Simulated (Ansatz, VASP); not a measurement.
## Cross-check of YbGe2 between VASP and Ansatz

One calculation is typed for both programs; each brings its own data sets and cutoff. How far apart do they land? The cell is invented: As first built, before any earlier steps moved the atoms: it takes the YbSi2 structure with some of its atoms replaced by other elements, volume scaled by an estimate. It may not be a known or stable phase. The cell is a member of a volume series, scaled by 0.94 from a relaxed one, so a pressure remains.

Method: plane waves, with VASP 6.6.1 beside it; single point at RPBE with D4, in Ansatz 0.2.0.

### 1. The starting structure

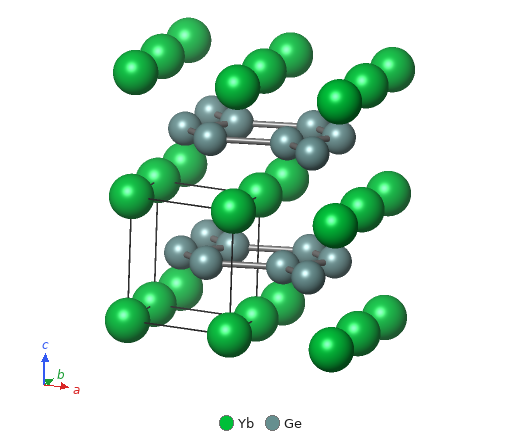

Start, viewed slightly off an axis; ytterbium green, germanium teal. 2×2×2 cells are drawn. Some periodic images of atoms are drawn too.

### 2. VASP: single point, RPBE with D4

A single point gives forces, pressure and levels at one fixed geometry, so differences don't come from the geometry; what else differs is listed under the comparison.

Lines of VASP's logs that name or quote its potential files are left out, and so is its time.

Contents of INCAR:

```
SYSTEM = YbGe2
PREC = Accurate
ENCUT = 450
EDIFF = 1E-06
NELM = 150
ISMEAR = -1
SIGMA = 0.05
LREAL = .FALSE.
ALGO = Normal
GGA = RP
IVDW = 13
NBANDS = 33
ISPIN = 2
MAGMOM = 1 0 0
LMAXMIX = 6
AMIX = 0.2
BMIX = 1E-04
AMIX_MAG = 0.8
BMIX_MAG = 1E-04
LORBIT = 11
LWAVE = .FALSE.
LCHARG = .FALSE.
ISIF = 2
```

Contents of POSCAR:

```
YbGe2
1.0
    4.2165875660      0.0000000540      0.0000000000
   -2.1082931923      3.6516720592      0.0000000000
    0.0000000000      0.0000000000      3.8859849144
Yb Ge
1 2
Direct
    0.0000000000      0.0000000000      0.0000000000
    0.3333333300      0.6666666700      0.5000000000
    0.6666666700      0.3333333300      0.5000000000
```

Contents of KPOINTS:

```
Automatic mesh
0
Gamma
5 5 5
0 0 0
```

PAW data sets: Yb and Ge_d (PBE family, release 64).

Run with:

```
mpirun -np 1 vasp_std
```

Numbers of over 12 decimals in the logs are rounded to 6 here.

The program printed:

```text
[banner, memory and clock lines left out]
running    1 mpi-ranks, on    1 nodes
 distrk:  each k-point on    1 cores,    1 groups
 distr:  one band on    1 cores,    1 groups

 POSCAR found type information on POSCAR YbGe
 POSCAR found :  2 types and       3 ions
|                                                                             |
|               ----> ADVICE to this user running VASP <----                  |
|                                                                             |
|     You enforced a specific xc type in the INCAR file but a different       |
|     [... a line on the potential file left out ...]
|     I HOPE YOU KNOW WHAT YOU ARE DOING!                                     |
|                                                                             |

 LDA part: xc-table for (Slater+PW92), standard interpolation
 POSCAR, INCAR and KPOINTS ok, starting setup
 FFT: planning ... GRIDC
 FFT: planning ... GRID_SOFT
 FFT: planning ... GRID
 WAVECAR not read
 entering main loop
       N       E                     dE             d eps       ncg     rms          rms(c)
DAV:   1     0.368789533414E+03    0.36879E+03   -0.19931E+04  2764   0.792E+03
DAV:   2     0.550176005085E+02   -0.31377E+03   -0.30311E+03  2516   0.102E+03
DAV:   3    -0.507264515251E+01   -0.60090E+02   -0.59212E+02  2326   0.211E+02
DAV:   4    -0.117784599722E+02   -0.67058E+01   -0.66106E+01  3564   0.692E+01
DAV:   5    -0.125060852606E+02   -0.72763E+00   -0.72387E+00  3688   0.207E+01    0.248E+01
DAV:   6    -0.126751861785E+02   -0.16910E+00   -0.79532E-01  3752   0.216E+01    0.196E+01
DAV:   7    -0.131880553511E+02   -0.51287E+00   -0.38562E+00  3262   0.584E+01    0.209E+01
DAV:   8    -0.126402360970E+02    0.54782E+00   -0.20571E+00  2960   0.530E+01    0.595E+00
DAV:   9    -0.125847504763E+02    0.55486E-01   -0.24334E-01  3384   0.157E+01    0.355E+00
DAV:  10    -0.125418204473E+02    0.42930E-01   -0.11097E-01  3240   0.132E+01    0.337E+00
DAV:  11    -0.125392547303E+02    0.25657E-02   -0.45285E-02  3199   0.300E+00    0.229E+00
DAV:  12    -0.125583347431E+02   -0.19080E-01   -0.41796E-02  3424   0.744E+00    0.170E+00
DAV:  13    -0.125425156081E+02    0.15819E-01   -0.16499E-02  2928   0.469E+00    0.382E-01
DAV:  14    -0.125428840219E+02   -0.36841E-03   -0.16830E-03  3272   0.393E-01    0.359E-01
DAV:  15    -0.125428244496E+02    0.59572E-04   -0.11492E-04  3504   0.113E-01    0.316E-01
DAV:  16    -0.125421217848E+02    0.70266E-03   -0.94554E-04  3456   0.121E+00    0.160E-01
DAV:  17    -0.125421956029E+02   -0.73818E-04   -0.31935E-04  3607   0.278E-01    0.144E-01
DAV:  18    -0.125421764755E+02    0.19127E-04   -0.72670E-05  3488   0.124E-01    0.992E-02
DAV:  19    -0.125421642037E+02    0.12272E-04   -0.68358E-06  2888   0.848E-02    0.769E-02
DAV:  20    -0.125421605758E+02    0.36279E-05   -0.71387E-06  2928   0.818E-02    0.345E-02
DAV:  21    -0.125421580661E+02    0.25097E-05   -0.28989E-06  2144   0.535E-02    0.137E-02
DAV:  22    -0.125421576049E+02    0.46120E-06   -0.14679E-06  1584   0.369E-02
   1 F= -.14436995E+02 E0= -.14430576E+02  d E =-.128379E-01  mag=     0.0002
```

Parts of OUTCAR (step 2):

```text
ion  position               nearest neighbor table
   1  0.000  0.000  0.000-   2 3.11   3 3.11   2 3.11   3 3.11   2 3.11   2 3.11   3 3.11   3 3.11
                             3 3.11   3 3.11   2 3.11   2 3.11
   2  0.333  0.667  0.500-   3 2.43   3 2.43   3 2.43   1 3.11   1 3.11   1 3.11   1 3.11   1 3.11
                             1 3.11
   3  0.667  0.333  0.500-   2 2.43   2 2.43   2 2.43   1 3.11   1 3.11   1 3.11   1 3.11   1 3.11
                             1 3.11

  LATTYP: Found a hexagonal cell.
 ALAT       =     4.2165875660
 C/A-ratio  =     0.9215947383

 Subroutine GETGRP returns: Found 24 space group operations
 (whereof 24 operations were pure point group operations)

The static configuration has the point symmetry D_6h.

 Found     15 irreducible k-points:

   k-points           NKPTS =     15   k-points in BZ     NKDIM =     15   number of bands    NBANDS=     33

   dimension x,y,z NGX =    30 NGY =   30 NGZ =   28
   dimension x,y,z NGXF=    60 NGYF=   60 NGZF=   56

   ENCUT  =  450.0 eV  33.07 Ry    5.75 a.u.   7.29  7.29  6.72*2*pi/ulx,y,z

   NELECT =      52.0000    total number of electrons

 k-points in reciprocal lattice and weights: Automatic mesh
   0.00000000  0.00000000  0.00000000       0.008
   0.20000000 -0.00000000  0.00000000       0.048
   0.40000000  0.00000000  0.00000000       0.048
   0.20000000  0.20000000  0.00000000       0.048
   0.40000000  0.20000000  0.00000000       0.048
   0.00000000  0.00000000  0.20000000       0.016
   0.20000000 -0.00000000  0.20000000       0.096
   0.40000000  0.00000000  0.20000000       0.096
   0.20000000  0.20000000  0.20000000       0.096
[...]
0.20000000  0.20000000  0.40000000       0.096
   0.40000000  0.20000000  0.40000000       0.096

 average (electrostatic) potential at core
       1 -31.4875       2 -73.8555       3 -73.8555

 E-fermi :   5.7803

 spin component 1
 k-point     1 :       0.0000    0.0000    0.0000
  band No.  band energies     occupation
    ...
     23       5.2352      0.99998
     24       5.3224      0.99989
     25       5.4159      0.99932
     26       5.5571      0.98860
     27       5.6726      0.89596
     28       7.6716      0.00000
     29       7.6716      0.00000
     30       9.1439      0.00000
     31       9.9842      0.00000
     32       9.9842      0.00000
    ...

 k-point     2 :       0.2000   -0.0000    0.0000
  band No.  band energies     occupation
    ...
     22       5.2431      0.99998
     23       5.2440      0.99998
     24       5.3329      0.99987
     25       5.3540      0.99980
     26       5.4848      0.99730
     27       6.3787      0.00001
     28       7.6415      0.00000
     29       8.2379      0.00000
     30       9.4908      0.00000
     31       9.6976      0.00000
    ...

 k-point     3 :       0.4000    0.0000    0.0000
  band No.  band energies     occupation
    ...
     22       5.2557      0.99997
     23       5.2589      0.99997
     24       5.2888      0.99995
     25       5.3472      0.99983
     26       5.3697      0.99973
     27       8.0044      0.00000
     28       8.2289      0.00000
     29       9.3154      0.00000
     30       9.4052      0.00000
     31      10.0503      0.00000
    ...

 k-point     4 :       0.2000    0.2000    0.0000
  band No.  band energies     occupation
    ...
     21       5.2414      0.99998
     22       5.2619      0.99997
     23       5.2638      0.99997
     24       5.2848      0.99995
     25       5.4103      0.99939
     26       6.0175      0.00862
     27       6.7342      0.00000
     28       7.5208      0.00000
     29       8.4218      0.00000
     30      10.0501      0.00000
    ...

 k-point     5 :       0.4000    0.2000    0.0000
  band No.  band energies     occupation
    ...
     21       5.2221      0.99999
     22       5.2627      0.99997
     23       5.2929      0.99994
     24       5.3187      0.99990
     25       5.3323      0.99987
     26       6.0431      0.00518
     27       6.4473      0.00000
     28       8.4368      0.00000
     29       9.1114      0.00000
     30       9.9401      0.00000
    ...

 k-point     6 :       0.0000    0.0000    0.2000
  band No.  band energies     occupation
    ...
     22       5.2779      0.99996
     23       5.2779      0.99996
     24       5.2815      0.99995
     25       5.3227      0.99989
     26       5.3682      0.99974
     27       6.6778      0.00000
     28       6.6778      0.00000
     29       7.5501      0.00000
     30       9.8145      0.00000
     31       9.8145      0.00000
    ...

  DFT-D4 for vdW energy calculation

  Edisp (eV):   -1.89484

  Total       1.66438     1.66438     0.87993     0.00000     0.00000     0.00000
  in kB      44.56652    44.56652    23.56171     0.00001     0.00000     0.00000
  external pressure =       37.56 kB  Pullay stress =        0.00 kB

  energy-cutoff  :      450.00
  volume of cell :       59.83
      direct lattice vectors                 reciprocal lattice vectors
     4.216587566  0.000000054  0.000000000     0.237158597  0.136923538  0.000000000
    -2.108293192  3.651672059  0.000000000    -0.000000004  0.273847152  0.000000000
     0.000000000  0.000000000  3.885984914     0.000000000  0.000000000  0.257335019

 POSITION                                       TOTAL-FORCE (eV/Angst)
 -----------------------------------------------------------------------------------
      0.00000      0.00000      0.00000        -0.000000      0.000000      0.000000
      0.00000      2.43445      1.94299         0.000000     -0.000000     -0.000000
      2.10829      1.21722      1.94299        -0.000000      0.000000      0.000000
 -----------------------------------------------------------------------------------
    total drift:                               -0.000000      0.000000      0.000000

  FREE ENERGIE OF THE ION-ELECTRON SYSTEM (eV)
  ---------------------------------------------------
  free  energy   TOTEN  =       -14.4369951699 eV

  energy  without entropy=      -14.4241572653  energy(sigma->0) =      -14.43057622

 total charge
# of ion       s       p       d       f       tot
--------------------------------------------------
    1        2.115   6.062   0.478  13.558  22.212
    2        1.160   1.264  10.047   0.000  12.472
    3        1.160   1.264  10.047   0.000  12.472
--------------------------------------------------
tot          4.435   8.591  20.573  13.558  47.156

 magnetization (x)
# of ion       s       p       d       f       tot
--------------------------------------------------
    1        0.000  -0.000   0.000   0.000   0.000
    2        0.000  -0.000  -0.000   0.000  -0.000
    3        0.000  -0.000  -0.000   0.000  -0.000
--------------------------------------------------
tot          0.000  -0.000  -0.000   0.000   0.000

[... 6 further parts left out ...]
```

The run ends at a pressure of 3.76 GPa.

[end of part 1 of 3]

[Lines on the potential files, build, host, timing and source positions are cut from VASP's logs without a mark.]

[Logs are printed without paths, hosts, clocks, repeated set-up lines and the standing remarks that a program may print on its own settings, such as how far it seeks lower states.]

[Hosts, paths, dates, database ids (printed as entryN), source tags and the programs' standing remarks are cut or masked in the printed files.]
